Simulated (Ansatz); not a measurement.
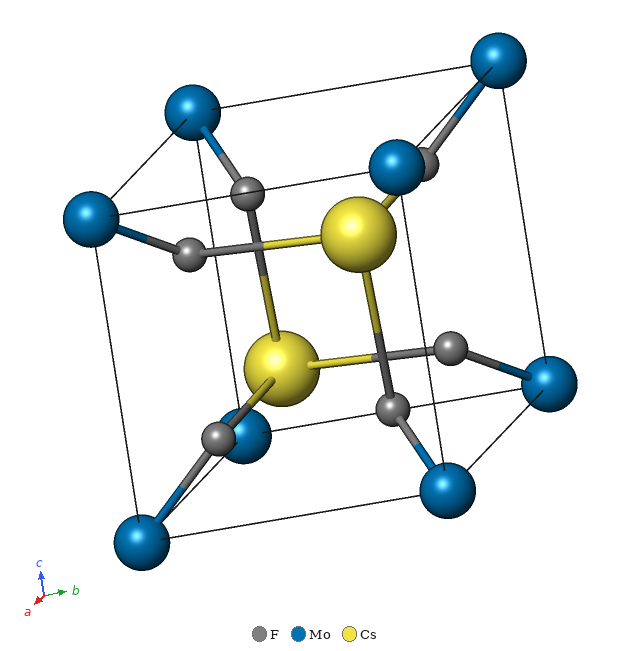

Crystal structure, ball-and-stick style, seen slightly off an axis. The parallelepiped is the simulation cell.

The calculation used DFT, PAW plane waves, r2SCAN in Ansatz 0.2.0, with plane waves up to 500 eV, 7×7×7 k-points, Fermi-Dirac smearing of 0.1 eV, no spin polarisation.

Q: State the Bader charges by element.

A: Cs +0.94 e; Mo +2.49 e; F -0.73 e.

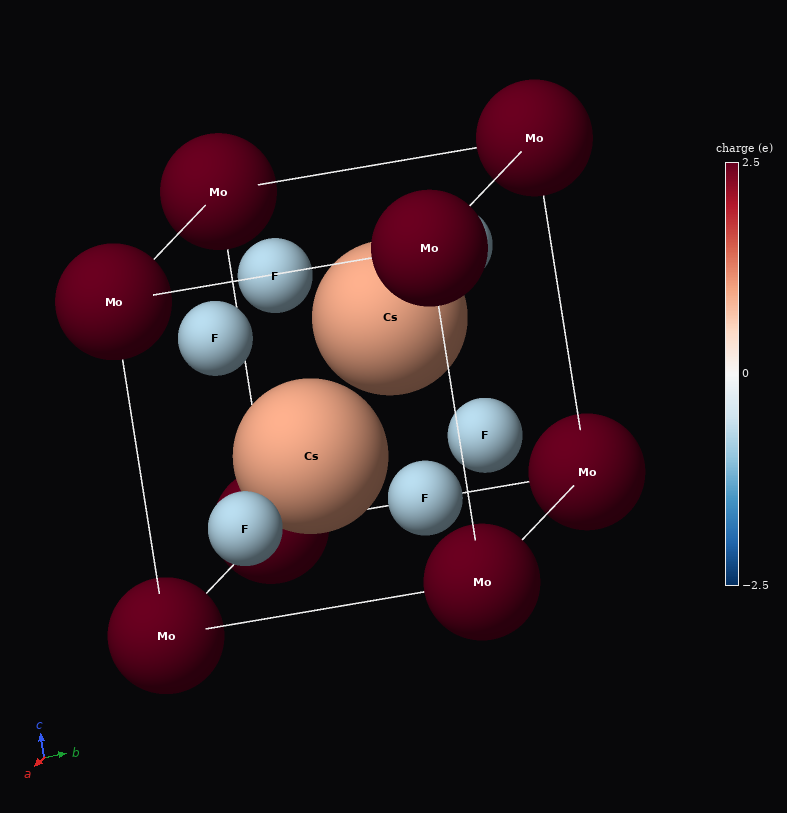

The atoms coloured by those charges.

The model was built from a generated cell, made by putting these elements into a known structure type (the compound may or may not exist in this form). Relaxation method: Ansatz, DFT, PAW plane waves, r2SCAN.
